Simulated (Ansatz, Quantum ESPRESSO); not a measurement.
# TlBi2 (P6/mmm): zone-centre phonons

Wanted: the vibrations of TlBi2 (P6/mmm) at Γ, by two programs.

Calculated with Quantum ESPRESSO 7.5; DFT LDA, scalar-relativistic, plane waves, JTH PAW pseudopotentials.

### Step 1. Set-up

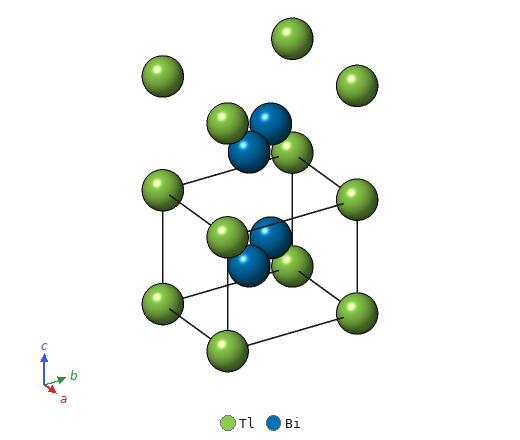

Start, viewed from a free direction; thallium green, bismuth blue. 1×1×2 cells are drawn. Some periodic images of atoms are drawn too.

As a file:

```cif
data_structure
_symmetry_space_group_name_H-M 'P 1'
_symmetry_Int_Tables_number 1
_cell_length_a 5.7087
_cell_length_b 5.7087
_cell_length_c 3.3938
_cell_angle_alpha 90.000
_cell_angle_beta 90.000
_cell_angle_gamma 120.000
_cell_volume 95.78
loop_
_atom_site_label
_atom_site_type_symbol
_atom_site_fract_x
_atom_site_fract_y
_atom_site_fract_z
_atom_site_occupancy
Tl1 Tl 0.00000 0.00000 0.00000 1
Bi2 Bi 0.66667 0.33333 0.50000 1
Bi3 Bi 0.33333 0.66667 0.50000 1
```

### Step 2. A probe with smearing

A cheap run with smearing and empty bands tells whether the crystal has a gap, which decides between fixed occupations and smearing later on.

Input file probe.in:

```
&control
   calculation = 'scf'
   prefix = 'x'
   outdir = './tmp'
   pseudo_dir = './pseudo'
   tprnfor = .true.
   tstress = .true.
   verbosity = 'high'
/
&system
   ibrav = 0
   nat = 3
   ntyp = 2
   ecutwfc = 40.0
   ecutrho = 200.0
   occupations = 'smearing'
   smearing = 'gaussian'
   degauss = 0.01
/
&electrons
   conv_thr = 1.0d-07
   mixing_beta = 0.7
   electron_maxstep = 100
/
ATOMIC_SPECIES
 Tl    204.3800  Tl.upf
 Bi    208.9804  Bi.upf
CELL_PARAMETERS angstrom
     5.708664500    0.000000000    0.000000000
    -2.854332250    4.943848480    0.000000000
     0.000000000    0.000000000    3.393755580
ATOMIC_POSITIONS crystal
 Tl     0.000000000   0.000000000   0.000000000
 Bi     0.666666670   0.333333330   0.500000000
 Bi     0.333333330   0.666666670   0.500000000
K_POINTS automatic
 6 6 6 0 0 0
```

Started as:

```console
OMP_NUM_THREADS=1 mpirun -n 4 pw.x -nk 4 -in probe.in > probe.out
```

The program printed:

```text
[banners, grids, parts of the stress and lines that vanish by symmetry left out]
Program PWSCF v.7.5
     file Tl.upf: wavefunction(s)  0S 6P 0P 5D 0D renormalized
     file Bi.upf: wavefunction(s)  6S 0S 6P 0P 5D 0D renormalized
[...]
kinetic-energy cutoff     =      40.0000  Ry
     charge density cutoff     =     200.0000  Ry
     scf convergence threshold =      1.0E-07
[...]
Exchange-correlation= SLA PW NOGX NOGC
                           (   1   4   0   0   0   0   0)
[...]
24 Sym. Ops., with inversion, found
[...]
(     0          1          0      )
                  (     0          0          1      )
[...]
(  0.0000000  1.0000000  0.0000000 )
                  (  0.0000000  0.0000000  1.0000000 )
[...]
(     0         -1          0      )
[...]
(    -1          0          0      )
                  (     0          0          1      )
[...]
( -0.8660254 -0.5000000  0.0000000 )
                  (  0.0000000  0.0000000  1.0000000 )
[...]
number of k points=    28  Gaussian smearing, width (Ry)=  0.0100
[...]
End of self-consistent calculation
[...]
the Fermi energy is     9.9877 ev
!    total energy              =   -2582.08727175 Ry
[...]
convergence has been achieved in   6 iterations
[...]
atom    1 type  1   force =     0.00000000    0.00000000    0.00000000
     atom    2 type  2   force =    -0.00000000   -0.00000000    0.00000000
     atom    3 type  2   force =     0.00000000    0.00000000    0.00000000
[...]
Total force =     0.000000     Total SCF correction =     0.000000
[...]
total   stress  (Ry/bohr**3)                   (kbar)     P=      -33.02
[...]
XML data file, charge density, pseudopotentials, collected wavefunctions

   JOB DONE.
```

Elapsed: 11 s, on 4 MPI ranks of Arm Neoverse V1, shared host; 44 s of CPU time.

Read from the output:

```yaml
volume_per_atom: 31.93 Å³
pressure: -3.302 GPa
gap_on_the_k_mesh: 0 eV
```

No gap opens on this mesh, so smearing is kept; the start stands at -3.3 GPa.

### Step 3. Relaxing the cell and atoms

The relaxation runs at a cutoff a fifth above that of the response, since stress converges more slowly with the basis than frequencies do. Forces and stress are brought to rest with tight thresholds.

Input file relax.in:

```
&control
   calculation = 'vc-relax'
   prefix = 'x'
   outdir = './tmp'
   pseudo_dir = './pseudo'
   tprnfor = .true.
   tstress = .true.
   forc_conv_thr = 2.0d-05
   etot_conv_thr = 1.0d-07
   nstep = 40
/
&system
   ibrav = 0
   nat = 3
   ntyp = 2
   ecutwfc = 48
   ecutrho = 240.0
   occupations = 'smearing'
   smearing = 'mv'
   degauss = 0.02
/
&electrons
   conv_thr = 1.0d-11
   mixing_beta = 0.7
   electron_maxstep = 100
/
&ions
/
&cell
   press_conv_thr = 0.2
/
ATOMIC_SPECIES
 Tl    204.3800  Tl.upf
 Bi    208.9804  Bi.upf
CELL_PARAMETERS angstrom
     5.708664500    0.000000000    0.000000000
    -2.854332250    4.943848480    0.000000000
     0.000000000    0.000000000    3.393755580
ATOMIC_POSITIONS crystal
 Tl     0.000000000   0.000000000   0.000000000
 Bi     0.666666670   0.333333330   0.500000000
 Bi     0.333333330   0.666666670   0.500000000
K_POINTS automatic
 9 9 12 0 0 0
```

Started as:

```console
OMP_NUM_THREADS=1 mpirun -n 4 pw.x -nk 4 -in relax.in > relax.out
```

The program printed:

```text
[banners, grids, parts of the stress and lines that vanish by symmetry left out]
[banner, memory and clock lines left out]
Program PWSCF v.7.5

[...]
kinetic-energy cutoff     =      48.0000  Ry
     charge density cutoff     =     240.0000  Ry
     scf convergence threshold =      1.0E-11
[...]
energy convergence thresh.=      1.0E-07
     force convergence thresh. =      2.0E-05
     press convergence thresh. =      2.0E-01
     Exchange-correlation= SLA PW NOGX NOGC
                           (   1   4   0   0   0   0   0)
[...]
24 Sym. Ops., with inversion, found
[...]
number of k points=    84  Marzari-Vanderbilt smearing, width (Ry)=  0.0200
[...]
c_bands:  1 eigenvalues not converged
[...]
End of self-consistent calculation
[...]
the Fermi energy is     9.8348 ev
!    total energy              =   -2582.09031123 Ry
[...]
convergence has been achieved in   9 iterations
[...]
atom    1 type  1   force =     0.00000000   -0.00000000    0.00000000
     atom    2 type  2   force =     0.00000000   -0.00000000    0.00000000
     atom    3 type  2   force =    -0.00000000   -0.00000000    0.00000000
     Total force =     0.000000     Total SCF correction =     0.000000
[...]
total   stress  (Ry/bohr**3)                   (kbar)     P=      -35.48
[...]
number of bfgs steps    =   0
[...]
CELL_PARAMETERS (angstrom)
[...]
ATOMIC_POSITIONS (crystal)
Tl              -0.0000000000       -0.0000000000        0.0000000000
Bi               0.6666666700        0.3333333300        0.5000000000
Bi               0.3333333300        0.6666666700        0.5000000000
[...]
New effective cutoffs (rho, wfc):  243.10   48.68
[...]
End of self-consistent calculation
[...]
the Fermi energy is    10.1019 ev
!    total energy              =   -2582.09291681 Ry
[...]
convergence has been achieved in  21 iterations
[...]
atom    1 type  1   force =     0.00000000   -0.00000000   -0.00000000
     atom    2 type  2   force =     0.00000000   -0.00000000   -0.00000000
     atom    3 type  2   force =    -0.00000000    0.00000000   -0.00000000
     Total force =     0.000000     Total SCF correction =     0.000000
[...]
total   stress  (Ry/bohr**3)                   (kbar)     P=      -29.14
[...]
number of bfgs steps    =   1
[...]
WARNING: bfgs curvature condition failed, Theta= 0.982
[...]
CELL_PARAMETERS (angstrom)
[...]
ATOMIC_POSITIONS (crystal)
Tl               0.0000000000       -0.0000000000       -0.0000000000
[...]
New effective cutoffs (rho, wfc):  248.03   49.74
[...]
End of self-consistent calculation
[...]
the Fermi energy is    10.5011 ev
!    total energy              =   -2582.09570800 Ry
[...]
convergence has been achieved in  27 iterations
[...]
atom    1 type  1   force =    -0.00000000   -0.00000000    0.00000000
     atom    2 type  2   force =     0.00000000    0.00000000   -0.00000000
     atom    3 type  2   force =    -0.00000000   -0.00000000   -0.00000000
     Total force =     0.000000     Total SCF correction =     0.000000
[...]
total   stress  (Ry/bohr**3)                   (kbar)     P=      -18.65
[...]
number of bfgs steps    =   2
[...]
CELL_PARAMETERS (angstrom)
[...]
ATOMIC_POSITIONS (crystal)
[...]
New effective cutoffs (rho, wfc):  256.05   51.40
[...]
End of self-consistent calculation
[...]
the Fermi energy is    11.1355 ev
!    total energy              =   -2582.09749087 Ry
[...]
convergence has been achieved in  19 iterations
[...]
atom    1 type  1   force =     0.00000000    0.00000000   -0.00000000
     atom    2 type  2   force =    -0.00000000   -0.00000000   -0.00000000
     atom    3 type  2   force =     0.00000000   -0.00000000    0.00000000
     Total force =     0.000000     Total SCF correction =     0.000000
[...]
total   stress  (Ry/bohr**3)                   (kbar)     P=        0.33
[...]
number of bfgs steps    =   7
[...]
CELL_PARAMETERS (angstrom)
[...]
ATOMIC_POSITIONS (crystal)
[...]
New effective cutoffs (rho, wfc):  258.93   52.05
[...]
End of self-consistent calculation
[...]
the Fermi energy is    11.1262 ev
!    total energy              =   -2582.09749128 Ry
[...]
convergence has been achieved in  18 iterations
[...]
atom    1 type  1   force =    -0.00000000    0.00000000    0.00000000
     atom    2 type  2   force =    -0.00000000    0.00000000    0.00000000
     atom    3 type  2   force =    -0.00000000   -0.00000000    0.00000000
     Total force =     0.000000     Total SCF correction =     0.000000
[...]
total   stress  (Ry/bohr**3)                   (kbar)     P=        0.01
[...]
number of bfgs steps    =   8
[...]
CELL_PARAMETERS (angstrom)
[...]
ATOMIC_POSITIONS (crystal)
[...]
New effective cutoffs (rho, wfc):  258.92   52.05
[...]
End of self-consistent calculation
[...]
the Fermi energy is    11.1259 ev
!    total energy              =   -2582.09749128 Ry
[...]
convergence has been achieved in   9 iterations
[...]
atom    1 type  1   force =     0.00000000   -0.00000000    0.00000000
     atom    2 type  2   force =     0.00000000    0.00000000   -0.00000000
     atom    3 type  2   force =    -0.00000000   -0.00000000    0.00000000
     Total force =     0.000000     Total SCF correction =     0.000000
[...]
total   stress  (Ry/bohr**3)                   (kbar)     P=        0.01
[...]
bfgs converged in  10 scf cycles and   9 bfgs steps
[...]
End of BFGS Geometry Optimization
     Final enthalpy           =   -2582.0974912773 Ry
     File ./tmp/x.bfgs deleted, as requested
[...]
CELL_PARAMETERS (angstrom)
[...]
ATOMIC_POSITIONS (crystal)
[...]
Bi               0.6666666700        0.3333333300        0.5000000000
Bi               0.3333333300        0.6666666700        0.5000000000
[...]
Final scf calculation at the relaxed structure.
[...]
kinetic-energy cutoff     =      48.0000  Ry
     charge density cutoff     =     240.0000  Ry
     scf convergence threshold =      1.0E-13
[...]
press convergence thresh. =      2.0E-01
     Exchange-correlation= SLA PW NOGX NOGC
                           (   1   4   0   0   0   0   0)
[...]
24 Sym. Ops., with inversion, found
[...]
number of k points=    84  Marzari-Vanderbilt smearing, width (Ry)=  0.0200
[...]
c_bands:  1 eigenvalues not converged
     c_bands:  1 eigenvalues not converged
     c_bands:  1 eigenvalues not converged
[...]
c_bands:  1 eigenvalues not converged
     c_bands:  2 eigenvalues not converged
[...]
End of self-consistent calculation
[...]
the Fermi energy is    11.1260 ev
!    total energy              =   -2582.09583021 Ry
[...]
convergence has been achieved in  11 iterations
[...]
atom    1 type  1   force =     0.00000000    0.00000000    0.00000000
     atom    2 type  2   force =     0.00000000    0.00000000    0.00000000
     atom    3 type  2   force =    -0.00000000   -0.00000000    0.00000000
     Total force =     0.000000     Total SCF correction =     0.000000
[...]
total   stress  (Ry/bohr**3)                   (kbar)     P=        1.96
[...]
XML data file, charge density, pseudopotentials, collected wavefunctions
```

It took 12 min on 4 MPI ranks; 49 min of CPU time.

Step by step:

```tsv
step	energy less that of the first step (eV)	largest force (eV/Å)	volume (Å³)
1	0.0000	0.0000	95.78
2	-0.0355	0.0000	94.06
3	-0.0734	0.0000	91.61
4	-0.0964	0.0000	88.19
5	-0.0968	0.0000	88.00
6	-0.0972	0.0000	87.92
7	-0.0976	0.0000	87.96
8	-0.0977	0.0000	88.06
9	-0.0977	0.0000	88.12
10	-0.0977	0.0000	88.12
11	-0.0751	0.0000	88.12
```

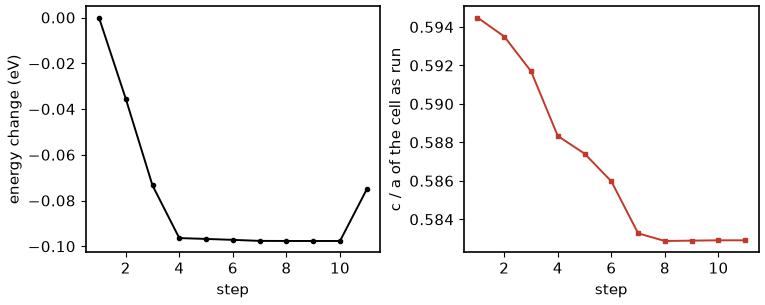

Energy and cell shape along the relaxation.

```tsv
conventional cell, symmetrised	before	after	change
a (Å)	5.709	5.589	-2.1 %
b (Å)	5.709	5.589	-2.1 %
c (Å)	3.394	3.258	-4.0 %
volume (Å³/atom)	31.93	29.37	-8.0 %
```

The relaxed structure:

```
CELL_PARAMETERS angstrom
5.58867 0.00000 0.00000
-2.79434 4.83993 0.00000
0.00000 0.00000 3.25769
ATOMIC_POSITIONS crystal
Tl 0.00000 0.00000 0.00000
Bi 0.66667 0.33333 0.50000
Bi 0.33333 0.66667 0.50000
```

The last row of the table of steps is pw.x's closing run on a basis chosen anew for the final cell, so its energy can jump.

This step gave:

```
volume per atom : 29.37 Å³
pressure        : 0.1953 GPa
```

The volume changes by -8.0 % from the cell with which this run began.

### Step 4. Relaxation

A variable-cell run keeps the plane waves of its start, so its end shows a stress on a fresh basis; a second run from that cell removes it.

Changes to relax.in since step 3:

```diff
@@ -35,9 +35,9 @@
 CELL_PARAMETERS angstrom
-     5.708664500    0.000000000    0.000000000
-    -2.854332250    4.943848480    0.000000000
-     0.000000000    0.000000000    3.393755580
+     5.588670828    0.000000000    0.000000000
+    -2.794335414    4.839930910    0.000000000
+     0.000000000    0.000000000    3.257690179
 ATOMIC_POSITIONS crystal
  Tl     0.000000000   0.000000000   0.000000000
- Bi     0.666666670   0.333333330   0.500000000
- Bi     0.333333330   0.666666670   0.500000000
+ Bi     0.666666667   0.333333333   0.500000000
+ Bi     0.333333333   0.666666667   0.500000000
 K_POINTS automatic
```

The program printed:

```text
[banners, grids, parts of the stress and lines that vanish by symmetry left out]
[banner, memory and clock lines left out]
Program PWSCF v.7.5

[...]
kinetic-energy cutoff     =      48.0000  Ry
     charge density cutoff     =     240.0000  Ry
     scf convergence threshold =      1.0E-11
[...]
energy convergence thresh.=      1.0E-07
     force convergence thresh. =      2.0E-05
     press convergence thresh. =      2.0E-01
     Exchange-correlation= SLA PW NOGX NOGC
                           (   1   4   0   0   0   0   0)
[...]
24 Sym. Ops., with inversion, found
[...]
number of k points=    84  Marzari-Vanderbilt smearing, width (Ry)=  0.0200
[...]
End of self-consistent calculation
[...]
the Fermi energy is    11.1260 ev
!    total energy              =   -2582.09583023 Ry
[...]
convergence has been achieved in   9 iterations
[...]
atom    1 type  1   force =     0.00000000    0.00000000    0.00000000
     atom    2 type  2   force =     0.00000000    0.00000000    0.00000000
     atom    3 type  2   force =     0.00000000    0.00000000    0.00000000
     Total force =     0.000000     Total SCF correction =     0.000000
[...]
total   stress  (Ry/bohr**3)                   (kbar)     P=        1.96
[...]
number of bfgs steps    =   0
[...]
CELL_PARAMETERS (angstrom)
[...]
ATOMIC_POSITIONS (crystal)
Tl               0.0000000000        0.0000000000        0.0000000000
Bi               0.6666666670        0.3333333330        0.5000000000
Bi               0.3333333330        0.6666666670        0.5000000000
[...]
New effective cutoffs (rho, wfc):  239.71   47.97
[...]
End of self-consistent calculation
[...]
the Fermi energy is    11.1102 ev
!    total energy              =   -2582.09583711 Ry
[...]
convergence has been achieved in  15 iterations
[...]
atom    1 type  1   force =     0.00000000    0.00000000    0.00000000
     atom    2 type  2   force =    -0.00000000    0.00000000    0.00000000
     atom    3 type  2   force =    -0.00000000   -0.00000000   -0.00000000
     Total force =     0.000000     Total SCF correction =     0.000000
[...]
total   stress  (Ry/bohr**3)                   (kbar)     P=        1.43
[...]
number of bfgs steps    =   1
[...]
CELL_PARAMETERS (angstrom)
[...]
ATOMIC_POSITIONS (crystal)
Tl               0.0000000000        0.0000000000        0.0000000000
[...]
New effective cutoffs (rho, wfc):  239.54   47.93
[...]
End of self-consistent calculation
[...]
the Fermi energy is    11.0929 ev
!    total energy              =   -2582.09584220 Ry
[...]
convergence has been achieved in  21 iterations
[...]
atom    1 type  1   force =     0.00000000   -0.00000000    0.00000000
     atom    2 type  2   force =    -0.00000000   -0.00000000    0.00000000
     atom    3 type  2   force =    -0.00000000    0.00000000   -0.00000000
     Total force =     0.000000     Total SCF correction =     0.000000
[...]
total   stress  (Ry/bohr**3)                   (kbar)     P=        0.87
[...]
number of bfgs steps    =   2
[...]
CELL_PARAMETERS (angstrom)
[...]
ATOMIC_POSITIONS (crystal)
[...]
New effective cutoffs (rho, wfc):  239.28   47.88
[...]
End of self-consistent calculation
[...]
the Fermi energy is    11.0673 ev
!    total energy              =   -2582.09584520 Ry
[...]
convergence has been achieved in  21 iterations
[...]
atom    1 type  1   force =    -0.00000000   -0.00000000    0.00000000
     atom    2 type  2   force =    -0.00000000   -0.00000000    0.00000000
     atom    3 type  2   force =     0.00000000    0.00000000   -0.00000000
     Total force =     0.000000     Total SCF correction =     0.000000
[...]
total   stress  (Ry/bohr**3)                   (kbar)     P=        0.04
[...]
number of bfgs steps    =   3
[...]
CELL_PARAMETERS (angstrom)
[...]
ATOMIC_POSITIONS (crystal)
[...]
New effective cutoffs (rho, wfc):  239.27   47.88
[...]
End of self-consistent calculation
[...]
the Fermi energy is    11.0659 ev
!    total energy              =   -2582.09584521 Ry
[...]
convergence has been achieved in  16 iterations
[...]
atom    1 type  1   force =     0.00000000    0.00000000    0.00000000
     atom    2 type  2   force =     0.00000000   -0.00000000   -0.00000000
     atom    3 type  2   force =    -0.00000000    0.00000000    0.00000000
     Total force =     0.000000     Total SCF correction =     0.000000
[...]
total   stress  (Ry/bohr**3)                   (kbar)     P=       -0.00
[...]
bfgs converged in   5 scf cycles and   4 bfgs steps
[...]
End of BFGS Geometry Optimization
     Final enthalpy           =   -2582.0958452138 Ry
     File ./tmp/x.bfgs deleted, as requested
[...]
CELL_PARAMETERS (angstrom)
[...]
ATOMIC_POSITIONS (crystal)
[...]
Bi               0.6666666670        0.3333333330        0.5000000000
Bi               0.3333333330        0.6666666670        0.5000000000
[...]
Final scf calculation at the relaxed structure.
[...]
kinetic-energy cutoff     =      48.0000  Ry
     charge density cutoff     =     240.0000  Ry
     scf convergence threshold =      1.0E-13
[...]
press convergence thresh. =      2.0E-01
     Exchange-correlation= SLA PW NOGX NOGC
                           (   1   4   0   0   0   0   0)
[...]
24 Sym. Ops., with inversion, found
[...]
number of k points=    84  Marzari-Vanderbilt smearing, width (Ry)=  0.0200
[...]
c_bands:  1 eigenvalues not converged
     c_bands:  2 eigenvalues not converged
     c_bands:  1 eigenvalues not converged
     c_bands:  1 eigenvalues not converged
[...]
c_bands:  1 eigenvalues not converged
     c_bands:  1 eigenvalues not converged
[...]
End of self-consistent calculation
[...]
the Fermi energy is    11.0659 ev
!    total energy              =   -2582.09590272 Ry
[...]
convergence has been achieved in  12 iterations
[...]
atom    1 type  1   force =     0.00000000   -0.00000000    0.00000000
     atom    2 type  2   force =     0.00000000    0.00000000   -0.00000000
     atom    3 type  2   force =    -0.00000000   -0.00000000    0.00000000
     Total force =     0.000000     Total SCF correction =     0.000000
[...]
total   stress  (Ry/bohr**3)                   (kbar)     P=       -0.13
[...]
XML data file, charge density, pseudopotentials, collected wavefunctions
```

Elapsed: 5.8 min, on 4 MPI ranks.

Relaxation path:

```tsv
step	energy less that of the first step (eV)	largest force (eV/Å)	pressure (GPa)	volume (Å³)
1	0.0000	0.0000	0.20	88.12
2	-0.0001	0.0000	0.14	88.20
3	-0.0002	0.0000	0.09	88.30
4	-0.0002	0.0000	0.00	88.44
5	-0.0002	0.0000	0.00	88.45
6	-0.0010	0.0000	-0.01	88.45
```

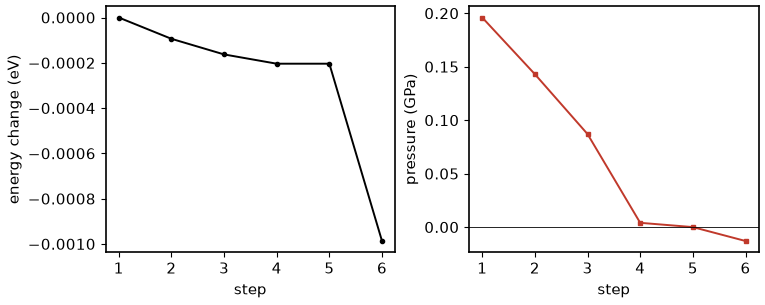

Energy and pressure along the relaxation.

```tsv
conventional cell, symmetrised	before	after	change
a (Å)	5.589	5.596	+0.1 %
b (Å)	5.589	5.596	+0.1 %
c (Å)	3.258	3.262	+0.1 %
volume (Å³/atom)	29.37	29.48	+0.4 %
```

Final coordinates:

```
CELL_PARAMETERS angstrom
5.59556 0.00000 0.00000
-2.79778 4.84590 0.00000
0.00000 0.00000 3.26202
ATOMIC_POSITIONS crystal
Tl 0.00000 0.00000 0.00000
Bi 0.66667 0.33333 0.50000
Bi 0.33333 0.66667 0.50000
```

The last row of the table of steps is pw.x's closing run on a basis chosen anew for the final cell, so its energy can jump.

This step gave:

```
volume per atom : 29.48 Å³
pressure        : -0.01267 GPa
```

The volume changes by +0.4 % from the cell with which this run began.

(Continued in part 2 of 3.)

[Host names and launcher messages were left out of these logs when they were recorded.]

[Logs are printed without paths, hosts, clocks, repeated set-up lines and the standing remarks that a program may print on its own settings, such as how far it seeks lower states.]

[Hosts, paths, dates, database ids (printed as entryN), source tags and the programs' standing remarks are cut or masked in the printed files.]
